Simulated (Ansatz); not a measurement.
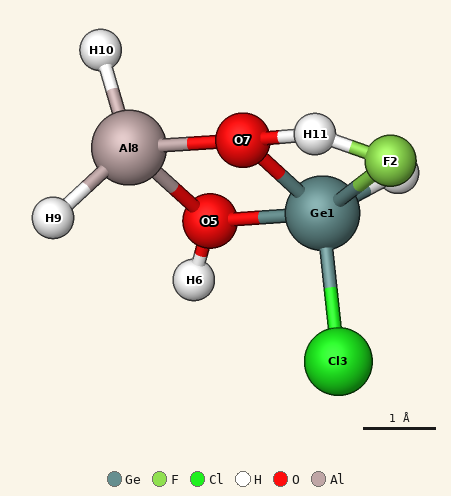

**Figure 1.** The input geometry (ball-and-stick view, seen at a tilt; atoms are numbered from 1 in the order of the input). Sticks mark near contacts.

Frequency calculation, with input and output: AlGeH5ClO2F

The run: frequency calculation of AlGeH5ClO2F. Method and program: RKS B3LYP/def2-SVP (Ansatz 0.2.0).

It belongs to a series of runs on one base structure; here: vibrations at the highest image of the band. Figures and captions count atoms from 1; the log counts them from 0 in places.

**Input file**
```yaml
crystal:
  periodic: [false, false, false]
  atoms:
    - { symbol: Ge, position_ang: [0.063205, -0.336371, 0.339741] }
    - { symbol: F, position_ang: [1.351859, 0.434408, 1.815131] }
    - { symbol: Cl, position_ang: [1.218725, 0.360318, -1.33694] }
    - { symbol: H, position_ang: [-1.093085, 0.559407, 0.758013] }
    - { symbol: O, position_ang: [-0.821626, -1.852041, -0.486806] }
    - { symbol: H, position_ang: [-0.94215, -1.888295, -1.445782] }
    - { symbol: O, position_ang: [0.730545, -1.651092, 1.377742] }
    - { symbol: Al, position_ang: [0.034231, -3.187772, 0.62199] }
    - { symbol: H, position_ang: [1.053306, -3.996795, -0.28404] }
    - { symbol: H, position_ang: [-1.037253, -3.893194, 1.548545] }
    - { symbol: H, position_ang: [1.318442, -0.683874, 1.931707] }
basis:
  gaussian: { orbitals: def2-SVP }
hamiltonian:
  xc: b3lyp
phonons: {}
```

Machine: 4 threads of Arm Neoverse V2, 24 GiB of memory available, shared host.

Command:
```bash
ansatz run input.yaml --threads 4 --pin off --max-ram 5120MiB --backend cpu --events-out ev --progress --plain --runs-dir out
```

**What the program printed**
```
Engine: ansatz 0.2.0, aarch64-unknown-linux-gnu
Functional definition: B3LYP
  parameter a0 = 0.2
  parameter ax = 0.72
  parameter ac = 0.81
  exchange = (1 - a0 - ax)*slater_x + ax*b88_x + a0*exact_x
  correlation = (1 - ac)*vwn_rpa_c + ac*lyp_c
1363 factors; integrals over basis functions are off by at most 3.0e-4 eV
mean field evaluation 1: about -82508.8447 eV, gradient 7.4e1 eV
mean field evaluation 2: about -82487.2305 eV, gradient 1.3e2 eV
mean field evaluation 4: about -82517.9306 eV, gradient 8.8e0 eV
mean field evaluation 8: about -82518.0670 eV, gradient 5.8e-1 eV
mean field evaluation 16: about -82518.0677 eV, gradient 2.7e-5 eV
mean field -82518.06772941 eV, -3032.4830563007 hartree, gradient 2.7e-5 eV, S^2 0.000000; 0 other end points of the search recorded, 0 dependent functions left out
the calculation of the forces begins
reference -82518.06801210 eV, -3032.4830666892 hartree; 46, 46 occupied and 89, 89 virtual orbitals, 1363 factors
these checks for a lower state are left out or cut short: stability, starts, cluster_reference, orbital_swaps, neighbouring_geometries, increment
1363 factors; integrals over basis functions are off by at most 3.0e-4 eV
mean field -82518.06762307 eV, -3032.4830523925 hartree, gradient 1.5e-6 eV, S^2 0.000000; 0 other end points of the search recorded, 0 dependent functions left out
[... from here on the field's lines of each further geometry are left out, up to the last ...]
the calculation of the forces begins
reference -82518.06802290 eV, -3032.4830670862 hartree; 46, 46 occupied and 89, 89 virtual orbitals, 1363 factors
these checks for a lower state are left out or cut short: stability, starts, cluster_reference, orbital_swaps, neighbouring_geometries, increment
1363 factors; integrals over basis functions are off by at most 3.0e-4 eV
mean field evaluation 384: about -82518.0546 eV, gradient 1.4e-1 eV
mean field -82518.06766580 eV, -3032.4830539629 hartree, gradient 1.3e-6 eV, S^2 0.000000; 0 other end points of the search recorded, 0 dependent functions left out
the calculation of the forces begins
reference -82518.06794846 eV, -3032.4830643507 hartree; 46, 46 occupied and 89, 89 virtual orbitals, 1363 factors
WARN: phonons: modes at or below zero, which the zero-point energy, F, S and C_V leave out: 1, the lowest at -670.55 cm⁻¹. A minimum has none, and a first-order saddle one
Total energy: -82518.06801210 eV, -3032.4830666892 hartree
Atom 0 at     0.063205    -0.336371     0.339741 Å, force    -0.007671     0.015110     0.006543 eV/Å
Atom 1 at     1.351859     0.434408     1.815131 Å, force     0.011128    -0.004275    -0.005510 eV/Å
Atom 2 at     1.218725     0.360318    -1.336940 Å, force    -0.001434    -0.006879    -0.002970 eV/Å
Atom 3 at    -1.093085     0.559407     0.758013 Å, force    -0.004841    -0.003973    -0.004747 eV/Å
Atom 4 at    -0.821626    -1.852041    -0.486806 Å, force    -0.005883     0.020531    -0.001169 eV/Å
Atom 5 at    -0.942150    -1.888295    -1.445782 Å, force     0.002659    -0.005529    -0.000883 eV/Å
Atom 6 at     0.730545    -1.651092     1.377742 Å, force     0.014420    -0.017812    -0.004707 eV/Å
Atom 7 at     0.034231    -3.187772     0.621990 Å, force    -0.001791     0.005362    -0.012092 eV/Å
Atom 8 at     1.053306    -3.996795    -0.284040 Å, force     0.002457    -0.006224     0.005675 eV/Å
Atom 9 at    -1.037253    -3.893194     1.548545 Å, force     0.006616    -0.000910     0.004976 eV/Å
Atom 10 at     1.318442    -0.683874     1.931707 Å, force    -0.015659     0.004599     0.014883 eV/Å
Dipole moment:    -0.405608     0.241133    -0.370357 e Å
Vibrations: -670.55 82.99 112.17 159.35 197.92 273.05 306.53 377.24 409.90 447.15 456.82 514.51 571.66 608.14 668.34 694.50 768.98 788.48 831.82 895.51 912.89 1087.55 1867.53 1928.65 1940.97 2227.77 3842.78 cm⁻¹, zero-point energy 1.424157 eV
```

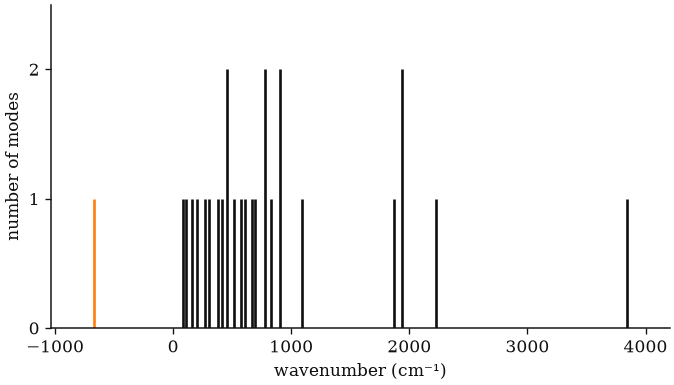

**Figure 2.** Harmonic vibrational wavenumbers from the force constants; neighbouring modes closer than 21 cm⁻¹ are counted in one stick, and imaginary ones are drawn at negative wavenumbers. 27 modes from 671i to 3843 cm⁻¹, 1 imaginary beyond 8i (671i cm⁻¹): a first-order saddle point, if the geometry is stationary.

**Key numbers**

| quantity | value |
| --- | --- |
| outcome | converged |
| total energy | −82518.0680 eV |
| mean-field energy | −82518.0680 eV |
| largest force (length of the vector) | 0.023 eV/Å |
| wall time | 1.8 min (CPU time 6.8 min) |
| peak memory | 0.39 GiB |
